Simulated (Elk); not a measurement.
# How CoSi2 absorbs and reflects light

Aim: the dielectric function of CoSi2, and the optical constants that follow from it. The cell comes from an older database entry, whose edges can differ from later determinations, mostly by under a per cent.

Method: DFT, PBE, all-electron APW+lo, Dirac cores, scalar-relativistic bands, independent-particle optical response without local fields, in Elk 11.2.3 (patched build).

The database entry behind the starting cell differs from later determinations by our own check (0.1 to 0.3 % short, probably kX units), so it need not match the best structure at ambient conditions.

## (1) Starting point

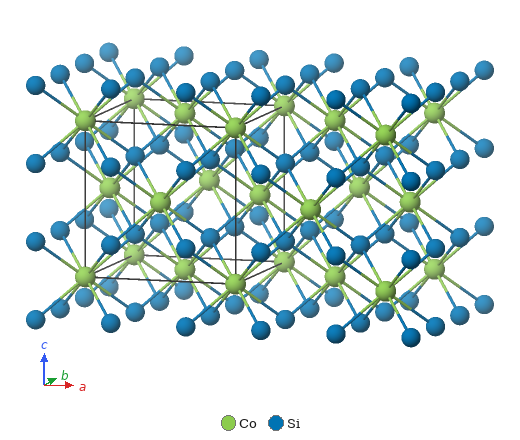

Start, viewed slightly off an axis; cobalt green, silicon blue. 2×1×1 cells are drawn. This picture shows the conventional cell, with its axes. Some periodic images of atoms are drawn too.

Coordinates:

```cif
data_structure
_symmetry_space_group_name_H-M 'Fm-3m'
_symmetry_Int_Tables_number 225
_cell_length_a 5.3560
_cell_length_b 5.3560
_cell_length_c 5.3560
_cell_angle_alpha 90.000
_cell_angle_beta 90.000
_cell_angle_gamma 90.000
_cell_volume 153.65
loop_
_atom_site_label
_atom_site_type_symbol
_atom_site_symmetry_multiplicity
_atom_site_Wyckoff_symbol
_atom_site_fract_x
_atom_site_fract_y
_atom_site_fract_z
_atom_site_occupancy
Co1 Co 4 a 0.00000 0.00000 0.00000 1
Si1 Si 8 c 0.25000 0.25000 0.75000 1
```

## (2) Ground state

The self-consistent density comes first; it also tells whether there is a gap, which decides the occupations and the need for a Drude term.

This step: DFT, PBE, all-electron APW+lo, Dirac cores, scalar-relativistic bands, ground state (Elk 11.2.3 (patched build)).

Contents of elk.in:

```
tasks
  0
  120

xctype
  20

nempty
  10

lorbcnd
  .true.

rgkmax
  7.0

swidth
  0.0018375

maxscl
  100

epsengy
  1e-05

sppath
  './'

avec
  0.000000000000 5.060686561748 5.060686561748
  5.060686561748 0.000000000000 5.060686561748
  5.060686561748 5.060686561748 0.000000000000

atoms
  2
  'Co.in'
  1
  0.000000000000 0.000000000000 0.000000000000   0.000 0.000 0.000
  'Si.in'
  2
  0.750000000000 0.750000000000 0.750000000000   0.000 0.000 0.000
  0.250000000000 0.250000000000 0.250000000000   0.000 0.000 0.000

ngridk
  13 13 13
```

Launch:

```console
$ OMP_NUM_THREADS=4 elk
```

Numbers of over 12 decimals in the logs are rounded to 6 here.

Log:

```text
┌─────────────────────────┐
│ Elk code version 11.2.3 │
└─────────────────────────┘

All units are atomic (Hartree, Bohr, etc.)

┌─────────────────────────────────────────────────┐
│ Ground-state run starting from atomic densities │
└─────────────────────────────────────────────────┘

Lattice vectors :
   0.000000000       5.060686562       5.060686562
   5.060686562       0.000000000       5.060686562
   5.060686562       5.060686562       0.000000000

Reciprocal lattice vectors :
 -0.6207838828      0.6207838828      0.6207838828
  0.6207838828     -0.6207838828      0.6207838828
  0.6207838828      0.6207838828     -0.6207838828

Unit cell volume      :    259.2139170
Brillouin zone volume :   0.9569324683

Muffin-tin inner radius fraction :   0.1000000000E-01

Nuclei treated as point charges

Species : 1 (Co)
 parameters loaded from : Co.in
 name : cobalt
 nuclear charge    :   -27.00000000
 electronic charge :    27.00000000
 atomic mass :    107428.6517
 muffin-tin radius :    2.260530325
 number of radial points in muffin-tin :    993
 inner part over the whole radius :   0.9860653365E-02
 number on inner part of muffin-tin    :    699
 approximate nuclear radius :   0.7243775530E-04
 number of mesh points to nuclear radius :    334
 atomic positions (lattice), magnetic fields (Cartesian) :
  1 :   0.00000000  0.00000000  0.00000000    0.00000000  0.00000000  0.00000000

Species : 2 (Si)
 parameters loaded from : Si.in
 name : silicon
 nuclear charge    :   -14.00000000
 electronic charge :    14.00000000
 atomic mass :    51196.73458
 muffin-tin radius :    2.072152798
 number of radial points in muffin-tin :    793
 inner part over the whole radius :   0.9889614565E-02
 number on inner part of muffin-tin    :    552
 approximate nuclear radius :   0.5963282101E-04
 number of mesh points to nuclear radius :    247
 atomic positions (lattice), magnetic fields (Cartesian) :
  1 :  -0.25000000 -0.25000000 -0.25000000    0.00000000  0.00000000  0.00000000
  2 :   0.25000000  0.25000000  0.25000000    0.00000000  0.00000000  0.00000000

Total number of atoms per unit cell :    3
Total muffin-tin volume :    122.9250529
 ratio of muffin-tin to unit cell volume :   0.4742224272

Spin treatment :
 spin-unpolarised

Number of Bravais lattice symmetries :   48
Number of crystal symmetries         :   48
Crystal has inversion symmetry
Real symmetric eigensolver will be used

k-point grid :     13    13    13
k-point offset :    0.000000000       0.000000000       0.000000000
k-point set is reduced with full crystal symmetry group
Total number of k-points :       84

Muffin-tin radius times maximum |G+k| :    7.000000000
 using average radius
Maximum |G+k| for APW functions       :    3.278772518
Maximum (1/2)|G+k|²                   :    5.375174612
Maximum |G| for potential and density :    12.00000000
Constant for pseudocharge density :    7
 order of it for each species :   14  14
 order of it for pair densities of each species (exact exchange by exxq0 0: 14) :   11   9
Radial integration step length :    1

G-vector grid sizes :     28    28    28
Number of G-vectors :     7631

Maximum angular momentum used for
 APW functions            :    8
 outer part of muffin-tin :    6
 inner part of muffin-tin :    2

Total nuclear charge    :   -55.00000000
Total core charge       :    32.00000000
Total valence charge    :    23.00000000
Total excess charge     :    0.000000000
Total electronic charge :    55.00000000

Effective Wigner radius, rₛ :    1.040085413

Number of empty states         :     30
Total number of valence states :     42
Total number of core states    :     32

Conduction state local-orbitals added automatically
Third-order local-orbitals added for an l without core states : F
Total number of local-orbitals :    172

Exchange-correlation functional :     20     0     0
 Perdew-Burke-Ernzerhof, Phys. Rev. Lett. 77, 3865 (1996)
 gradient requirement :    1
 generalised gradient approximation (GGA)

Smearing type :    3
 Fermi-Dirac
Smearing width :   0.1837500000E-02
Effective electronic temperature (K) :    580.2366081

Mixing type :    3
 Broyden mixing, J. Phys. A: Math. Gen. 17, L317 (1984)

Kohn-Sham potential initialised from atomic data

┌──────────────────────────────┐
│ Self-consistent loop started │
└──────────────────────────────┘

┌─────────────────┐
│ Loop number : 1 │
└─────────────────┘

Energies :
 Fermi                       :     0.223917
 sum of occupied eigenvalues :     -1121.3751876523
 electron kinetic            :      2000.5131322827
 core electron kinetic       :      1849.9795157619
 Coulomb                     :     -3872.2513374539
 Coulomb potential           :     -2972.3936404161
 nuclear-nuclear             :     -334.90183815976
 electron-nuclear            :     -4112.2249957704
 Hartree                     :      574.87549647629
 Madelung                    :     -2386.0545172458
 xc potential                :     -149.49467951895
 exchange                    :     -99.754526600028
 correlation                 :     -2.425279
 electron entropic           :    -0.28407209671345E-03
 total energy                :     -1973.9182952992

Density of states at Fermi energy :    24.88498905
 (states/Hartree/unit cell)

Estimated indirect band gap :   0.3411571496E-02
 from k-point 36 to k-point 12
Estimated direct band gap   :   0.9197422326E-02
 at k-point 30

Charges :
 core                        :    32.00000000
 valence                     :    23.00000000
 interstitial                :    4.346487906
 muffin-tins (core leakage)
  species : 1 (Co)
   atom 1                    :    27.14595053     (  0.1025731671E-02)
  species : 2 (Si)
   atom 1                    :    11.75378078     (  0.2705741578E-02)
   atom 2                    :    11.75378078     (  0.2705741578E-02)
 total in muffin-tins        :    50.65351209
 total calculated charge     :    54.99349815
 total charge                :    55.00000000
 error                       :   0.6501849994E-02

┌─────────────────┐
│ Loop number : 2 │
└─────────────────┘

Energies :
 Fermi                       :     0.225826
 sum of occupied eigenvalues :     -1121.2205213384
 electron kinetic            :      2000.2403775649
 core electron kinetic       :      1850.0871886141
 Coulomb                     :     -3871.8427774818
 Coulomb potential           :     -2972.9036066546
 nuclear-nuclear             :     -334.90183815976
 electron-nuclear            :     -4110.8923787674
 Hartree                     :      573.95143944533
 Madelung                    :     -2385.3909741545
 xc potential                :     -148.55729224864
 exchange                    :     -99.706656832365
 correlation                 :     -2.424968
 electron entropic           :    -0.29185930419155E-03
 total energy                :     -1973.7343169431

Density of states at Fermi energy :    25.63479412
 (states/Hartree/unit cell)

Estimated indirect band gap :   0.2808119599E-02
 from k-point 36 to k-point 7
Estimated direct band gap   :   0.8753360786E-02
 at k-point 30

Charges :
 core                        :    32.00000000
 valence                     :    23.00000000
 interstitial                :    4.368623868
 muffin-tins (core leakage)
  species : 1 (Co)
   atom 1                    :    27.10353543     (  0.1029912268E-02)
  species : 2 (Si)
   atom 1                    :    11.76392035     (  0.2702938318E-02)
   atom 2                    :    11.76392035     (  0.2702938318E-02)
 total in muffin-tins        :    50.63137613
 total calculated charge     :    54.99349854
 total charge                :    55.00000000
 error                       :   0.6501455398E-02

RMS change in Kohn-Sham potential (target) :   0.6460040705     (  0.1000000000E-05)
Absolute change in total energy (target)   :   0.1839783561     (  0.1000000000E-04)

[... 15 loops left out ...]

┌──────────────────┐
│ Loop number : 18 │
└──────────────────┘

Energies :
 Fermi                       :     0.346771
 sum of occupied eigenvalues :     -1115.4682164649
 electron kinetic            :      1995.8584355651
 core electron kinetic       :      1849.9942841307
 Coulomb                     :     -3867.8572847339
 Coulomb potential           :     -2979.6786767686
 nuclear-nuclear             :     -334.90183815976
 electron-nuclear            :     -4096.0125899765
 Hartree                     :      563.05714340239
 Madelung                    :     -2378.0179463496
 xc potential                :     -131.64797526147
 exchange                    :     -99.175316887772
 correlation                 :     -2.421989
 electron entropic           :    -0.37795356053408E-03
 total energy                :     -1973.5965328386

Density of states at Fermi energy :    35.03921214
 (states/Hartree/unit cell)

Estimated indirect band gap :   0.5946984044E-03
 from k-point 18 to k-point 36
Estimated direct band gap   :   0.5728426001E-02
 at k-point 30

Charges :
 core                        :    32.00000000
 valence                     :    23.00000000
 interstitial                :    4.686232687
 muffin-tins (core leakage)
  species : 1 (Co)
   atom 1                    :    26.42286964     (  0.1033368970E-02)
  species : 2 (Si)
   atom 1                    :    11.94544884     (  0.2556990925E-02)
   atom 2                    :    11.94544884     (  0.2556990925E-02)
 total in muffin-tins        :    50.31376731
 total calculated charge     :    54.99378745
 total charge                :    55.00000000
 error                       :   0.6212546098E-02

RMS change in Kohn-Sham potential (target) :   0.7110036180E-07 (  0.1000000000E-05)
Absolute change in total energy (target)   :   0.8036601912E-05 (  0.1000000000E-04)

Convergence targets achieved

┌──────────────────┐
│ Loop number : 19 │
└──────────────────┘

Energies :
 Fermi                       :     0.346771
 sum of occupied eigenvalues :     -1115.4682152026
 electron kinetic            :      1995.8584361746
 core electron kinetic       :      1849.9942842663
 Coulomb                     :     -3867.8572845127
 Coulomb potential           :     -2979.6786770660
 nuclear-nuclear             :     -334.90183815976
 electron-nuclear            :     -4096.0125892233
 Hartree                     :      563.05714287043
 Madelung                    :     -2378.0179459797
 xc potential                :     -131.64797431115
 exchange                    :     -99.175316855557
 correlation                 :     -2.421989
 electron entropic           :    -0.37795357257404E-03
 total energy                :     -1973.5965319756

Density of states at Fermi energy :    35.03921376
 (states/Hartree/unit cell)

Estimated indirect band gap :   0.5946970752E-03
 from k-point 18 to k-point 36
Estimated direct band gap   :   0.5728423062E-02
 at k-point 30

Charges :
 core                        :    32.00000000
 valence                     :    23.00000000
 interstitial                :    4.686232718
 muffin-tins (core leakage)
  species : 1 (Co)
   atom 1                    :    26.42286960     (  0.1033368966E-02)
  species : 2 (Si)
   atom 1                    :    11.94544884     (  0.2556990919E-02)
   atom 2                    :    11.94544884     (  0.2556990919E-02)
 total in muffin-tins        :    50.31376728
 total calculated charge     :    54.99378745
 total charge                :    55.00000000
 error                       :   0.6212546083E-02

┌──────────────────────────────┐
│ Self-consistent loop stopped │
└──────────────────────────────┘

Warning : core states of species 1 leak from the muffin-tin :   0.1033368966E-02

Warning : core states of species 2 leak from the muffin-tin :   0.2556990919E-02

Wrote STATE.OUT
```

Elapsed: 20 s, on 4 threads of Arm Neoverse V1, shared host; peak memory 0.1 GiB.

This run has no spin polarisation, although Co can carry a moment.

This step gave:

```
total energy           : -1974 Ha
Fermi energy           : 9.436 eV
DOS at the Fermi level : 1.288 states/eV/cell
```

There are states at the Fermi level within the smearing, so the occupations stay smeared and the carriers get a Drude term.

## (3) Independent particles

With the density converged, the vertical transitions are summed over the zone.

This step: DFT, PBE, all-electron APW+lo, Dirac cores, scalar-relativistic bands, independent-particle optical response without local fields (Elk 11.2.3 (patched build)).

Edit elk.in of step 2 so:

```diff
@@ -1,4 +1,9 @@
 tasks
-  0
-  120
+  121
+
+optcomp
+  1 1
+
+intraband
+  .true.
 
@@ -17,9 +22,7 @@
 swidth
-  0.0018375
+  0.0055124
 
-maxscl
-  100
-
-epsengy
-  1e-05
+wplot
+  400 100 0
+  0.0 0.51449
```

Launch:

```console
$ OMP_NUM_THREADS=4 elk
```

Log:

```text
┌─────────────────────────────────┐
│ Elk code version 11.2.3 started │
└─────────────────────────────────┘

Info(readinput): the functional depends on the density's gradient
 muffin-tin radial points multiplied by    2.00000
 (not where nrmtscf is given)

┌────────────────────┐
│ Current task : 121 │
└────────────────────┘
Info(checkmt): changed muffin-tin radius of species 1 (Co) from   2.4000 to   2.2605
Info(checkmt): changed muffin-tin radius of species 2 (Si) from   2.2000 to   2.0722

Info(dielectric):
 dielectric tensor written to EPSILON_ij.OUT
 optical conductivity written to SIGMA_ij.OUT
 plasma frequency written to PLASMA_ij.OUT
 for components
  i = 1, j = 1

┌──────────────────┐
│ Elk code stopped │
└──────────────────┘
```

It took 3.4 s on 4 threads; peak memory 0.04 GiB.

This step gave:

| Item | Value |
| --- | --- |
| Drude plasma energy, first axis | 6.347 eV |

The Im ε, E ∥ x has structure finer than the step of the table below, so its rows give means over 0.5 eV, whole bins alone (the curve runs from 0.315 to 14.0 eV). Peaks (eV: height): 2.87: 14.4, 5.46: 19.8.

Sum at mesh points, not converged in k. The Im ε, E ∥ x by photon energy; means over each step:

```tsv
photon energy (eV)	Im ε, E ∥ x
1.0	16.6
1.5	7.35
2.0	7.52
2.5	10.4
3.0	12.8
3.5	9.70
4.0	10.8
4.5	11.0
5.0	12.8
5.5	18.4
6.0	16.1
6.5	12.2
7.0	8.04
7.5	7.18
8.0	5.87
8.5	4.34
9.0	3.71
9.5	2.88
10.0	2.42
10.5	2.11
11.0	1.94
11.5	1.62
12.0	1.42
12.5	1.28
13.0	0.988
13.5	0.818
```

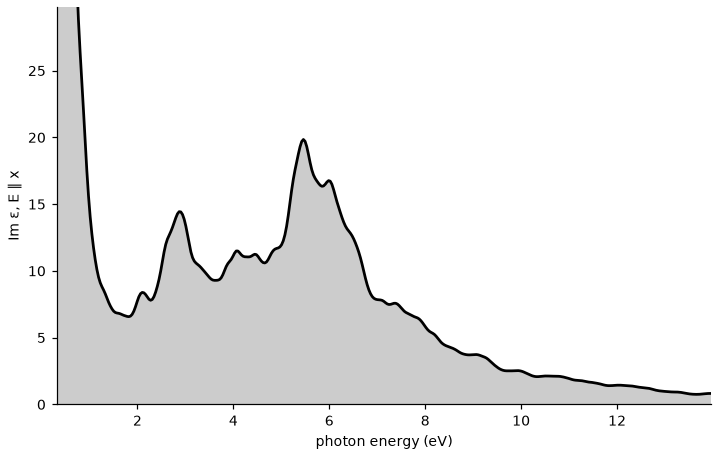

Im ε, E ∥ x against photon energy. Below 1 eV the curve runs off the scale.

Values under 1 per cm are given as 1; sum at mesh points, not converged in k. Table of absorption coefficient, E ∥ x by photon energy:

```tsv
photon energy (eV)	absorption coefficient, E ∥ x (1/cm)
1.01	6.0e5
2.00	3.1e5
3.01	7.1e5
3.99	7.3e5
5.00	9.4e5
5.98	1.9e6
7.00	1.9e6
8.01	2.1e6
8.99	2.0e6
10.01	1.9e6
10.99	1.9e6
12.01	1.8e6
12.98	1.8e6
```

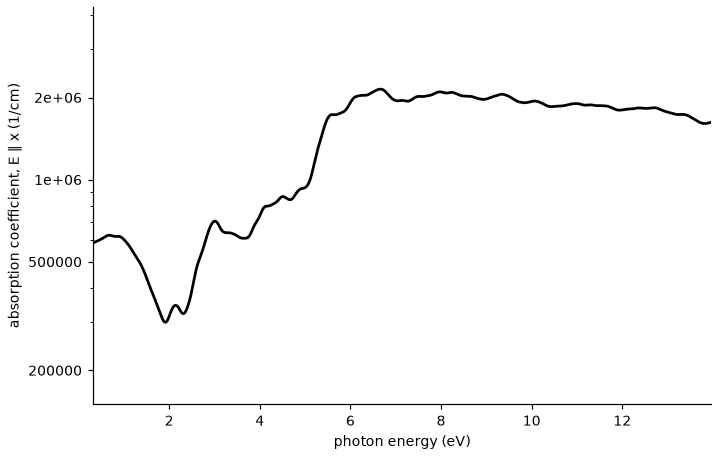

Absorption coefficient, E ∥ x against photon energy.

The reflectivity at normal incidence, E ∥ x has structure finer than the step of the table below, so its rows give means over 1 eV, whole bins alone (the curve runs from 0.315 to 14.0 eV). Peaks (eV: height): 2.9: 44.0, 6.8: 61.7, 9.5: 62.9, 13.5: 61.1.

Sum at mesh points, not converged in k. Reflectivity at normal incidence, E ∥ x against photon energy; means over each step:

```tsv
photon energy (eV)	reflectivity at normal incidence, E ∥ x (%)
1	84.4
2	37.1
3	40.1
4	37.2
5	42.0
6	54.7
7	58.2
8	59.0
9	59.7
10	59.8
11	57.0
12	57.1
13	59.7
```

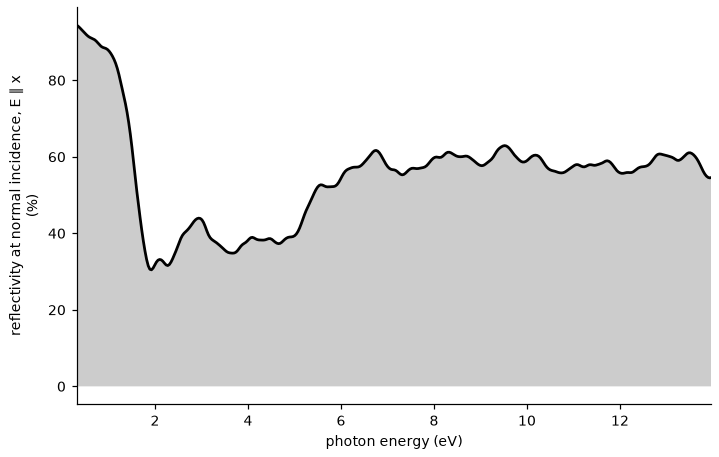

Reflectivity at normal incidence, E ∥ x against photon energy.

The loss function −Im 1/ε at q → 0, E ∥ x has structure finer than the step of the table below, so its rows give means over 1 eV, whole bins alone (the curve runs from 0.315 to 14.0 eV). Peaks (eV: height): 1.8: 0.152.

Sum at mesh points, not converged in k. Loss function −Im 1/ε at q → 0, E ∥ x against energy loss; means over each step:

```tsv
energy loss (eV)	loss function −Im 1/ε at q → 0, E ∥ x
1	0.0187
2	0.104
3	0.0716
4	0.0747
5	0.0608
6	0.0595
7	0.0804
8	0.0955
9	0.118
10	0.150
11	0.192
12	0.232
13	0.264
```

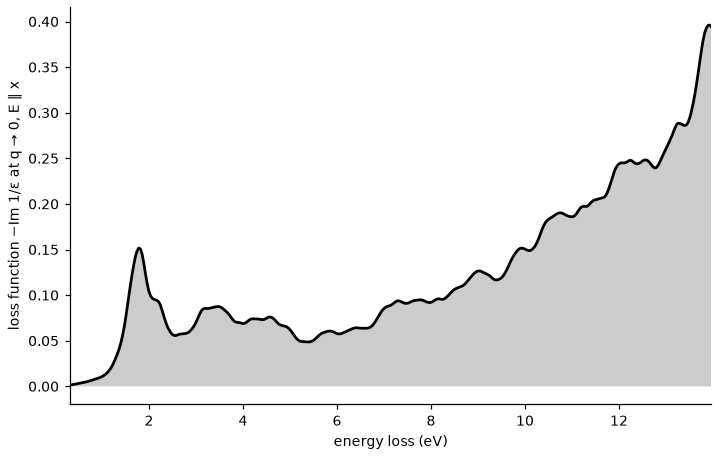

Loss function −Im 1/ε at q → 0, E ∥ x, plotted against energy loss.

From ε follow the optical constants at some laser and lamp lines:

```tsv
wavelength (nm)	n	k	R (%)	1/α
1550	1.75	7.642	89.4	16 nm
1064	1.05	4.714	84.0	18 nm
800	1.30	2.640	57.5	24 nm
633	2.38	1.533	30.9	33 nm
450	3.35	2.017	41.7	18 nm
405	2.76	2.240	42.4	14 nm
365	2.70	1.843	36.8	16 nm
```

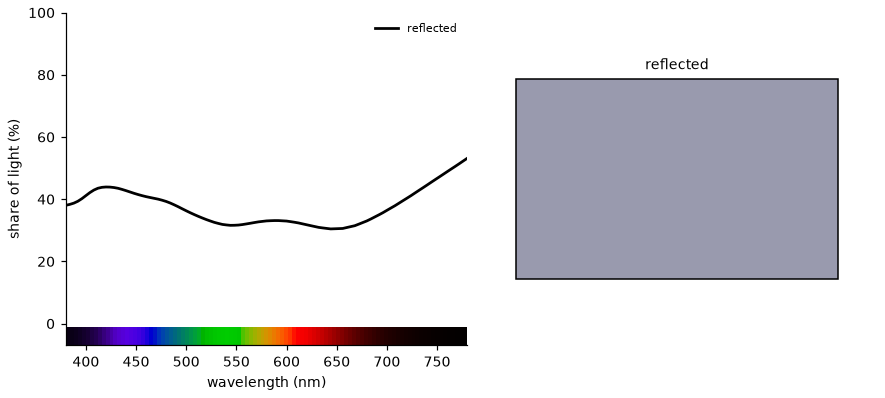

Light reflected across the visible range, with the colour that it makes of daylight (sRGB).

A polished face would reflect 33 % of daylight and look faintly blue (CIE x = 0.294, y = 0.300 under D65).

## (4) Summary of results

```yaml
drude_plasma_energy_first_axis: 6.35 eV
```

What this shows: At this level (PBE, independent particles) CoSi2 is a metal with a Drude plasma energy of 6.3 eV. The mesh is too coarse to trust the carriers' weight, the reflectivity or the colour to better than tens of per cent. Along x the bare Drude plasma energy is 6.3 eV; Re ε first rises through zero at 1.79 eV, far lower, because interband transitions screen the carriers. Im ε is 6.6 there, so the loss peak at that energy is weak. A polished face would reflect 33 % of daylight and look faintly blue (CIE x = 0.294, y = 0.300 under D65). The carriers' damping of 0.15 eV is typed, not computed; at 0.8 eV the carriers give 43 % of Im ε along the first axis; the rest comes from the sum over bands, which at low energy also holds close bands and the noise of the mesh. The run has no spin polarisation; magnetic order or correlation, untested here, could change the spectrum. The sum runs over mesh points 0.16 Å⁻¹ apart with no interpolation, so peaks are partly noise of the mesh, and the Drude plasma energy, a sum over the Fermi surface, isn't converged.

[Machine, clock and banner lines and Python warnings are left out of the logs.]

[Logs are printed without paths, hosts, clocks, repeated set-up lines and the standing remarks that a program may print on its own settings, such as how far it seeks lower states.]

[Hosts, paths, dates, database ids (printed as entryN), source tags and the programs' standing remarks are cut or masked in the printed files.]
